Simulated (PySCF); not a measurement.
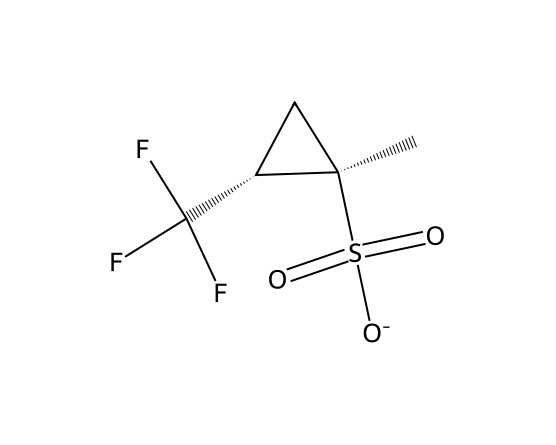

The species has charge −1 and is a spin singlet.

Write the SMILES.

C[C@@]1(S(=O)(=O)[O-])C[C@H]1C(F)(F)F

What is the molecular formula?

C5H6F3O3S, charge -1.

An optimisation with PBE0-D3(BJ)/def2-SVP gave a structure of which point group?

C1.

The parts below concern this one geometry. Atoms keep their numbers from picture to picture. Computed geometry: PBE0-D3(BJ)/def2-SVP optimisation. No frequency run is at hand to confirm it as a minimum.

## Shape

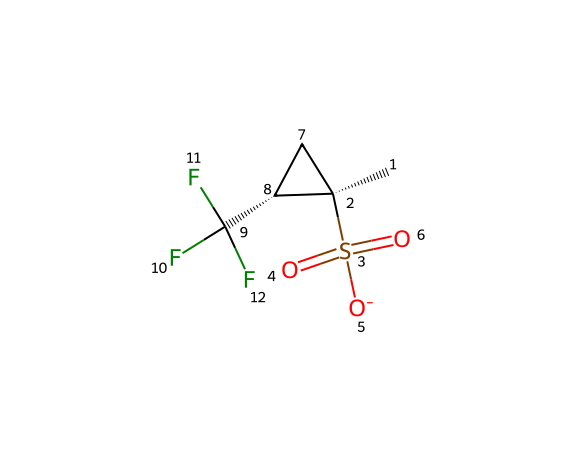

Skeletal drawing with numbered atoms; wedges and dashes mark any stereocentres. The configuration is that of a computed structure (PBE0-D3(BJ)/def2-SVP).

Assign CIP descriptors.

C2: R; C8: S.

## NMR shielding

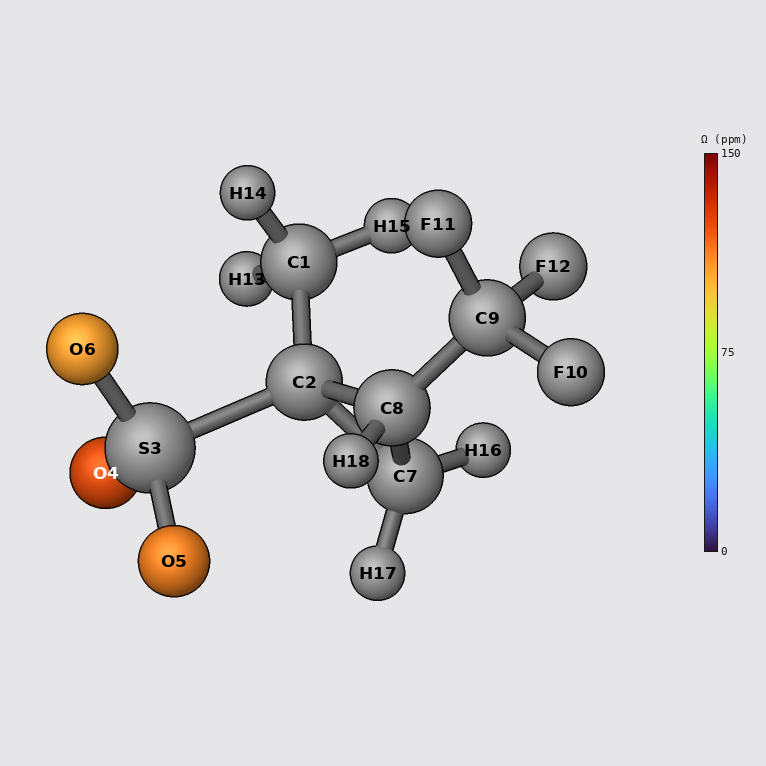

The O atoms are coloured by the span of their shielding tensor. No frequency run is at hand to confirm it as a minimum. Method: GIAO PBE0/pcSseg-1 NMR shielding, non-relativistic, IEF-PCM chloroform (PySCF 2.14.0). Principal shieldings σ11 ≤ σ22 ≤ σ33, span Ω = σ33 − σ11, skew κ = 3(σiso − σ22)/Ω.

Give the shielding tensors of the O atoms.

```csv
atom,σ11,σ22,σ33,σiso,Ω,κ
O4,81.9,104.6,204.0,130.2,122.1,0.63
O5,86.6,130.8,197.9,138.4,111.3,0.21
O6,81.3,100.7,186.6,122.9,105.3,0.63
```

Shieldings and span in ppm.

## Electronic properties

No frequency run is at hand to confirm it as a minimum. Properties computed with PBE0/pcSseg-1 in acetone (IEF-PCM) (PySCF 2.14.0).

Estimate the HOMO energy (Kohn–Sham orbital).

−6.94 eV.

## Quadrupole coupling

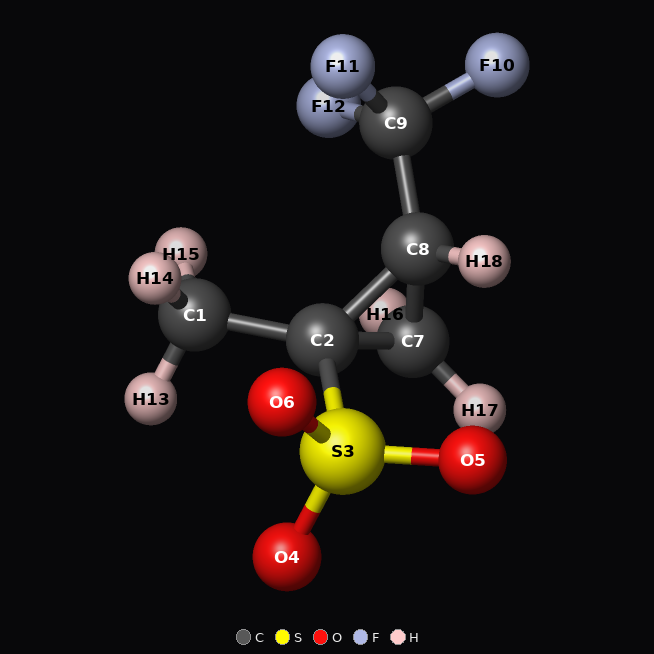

No frequency run is at hand to confirm it as a minimum. Electric field gradients from the ground-state density, PBE0/pcSseg-1 in acetone (IEF-PCM) (PySCF 2.14.0), non-relativistic apart from any core potentials.

Give the largest field-gradient component, the quadrupole coupling constant and the asymmetry for 33S at S3 (Q = −67.81 mb), 17O at O4 (Q = −25.6 mb), 17O at O5 (Q = −25.6 mb), 17O at O6 (Q = −25.6 mb).

```json
{"atom": "S3", "V_zz (a.u.)": "0.039", "e²qQ/h (MHz)": "−0.616", "η": "0.86"}
{"atom": "O4", "V_zz (a.u.)": "1.470", "e²qQ/h (MHz)": "−8.84", "η": "0.14"}
{"atom": "O5", "V_zz (a.u.)": "1.471", "e²qQ/h (MHz)": "−8.85", "η": "0.18"}
{"atom": "O6", "V_zz (a.u.)": "1.468", "e²qQ/h (MHz)": "−8.83", "η": "0.13"}
```

## Charges

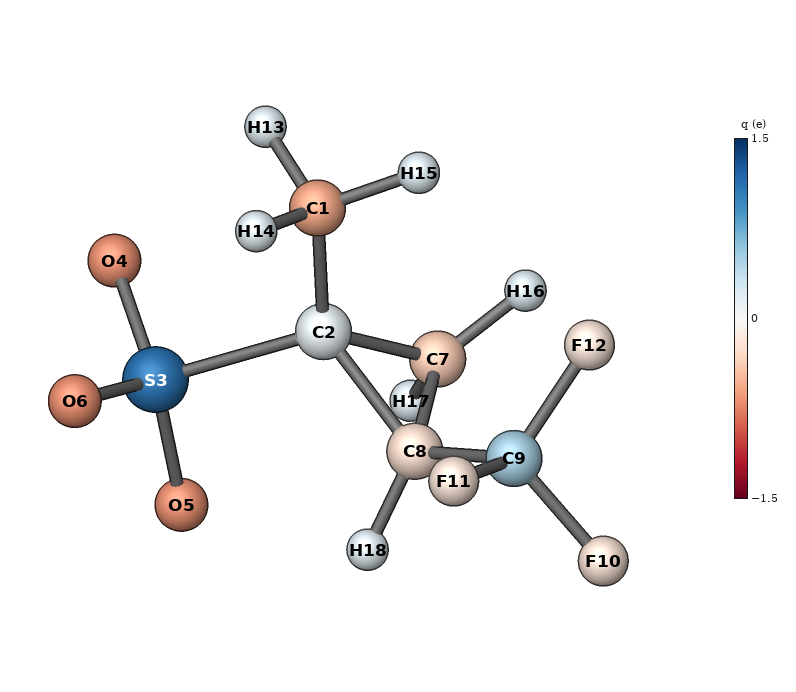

Atoms are coloured by their ESP-fitted charges. No frequency run is at hand to confirm it as a minimum. Level of theory: PBE0/pcSseg-1 in acetone (IEF-PCM) (PySCF 2.14.0).

Which atom carries the highest charge (most positive or least negative)?

S3 (1.09 e).

And the lowest?

O4, O6 (−0.68 e).

Give the ESP-fitted charges atom by atom.

| atom | value (e) |
| --- | --- |
| C1 | −0.56 |
| C2 | 0.12 |
| S3 | 1.09 |
| O4 | −0.68 |
| O5 | −0.67 |
| O6 | −0.68 |
| C7 | −0.37 |
| C8 | −0.22 |
| C9 | 0.48 |
| F10 | −0.19 |
| F11 | −0.19 |
| F12 | −0.17 |
| H13 | 0.17 |
| H14 | 0.16 |
| H15 | 0.19 |
| H16 | 0.19 |
| H17 | 0.16 |
| H18 | 0.17 |
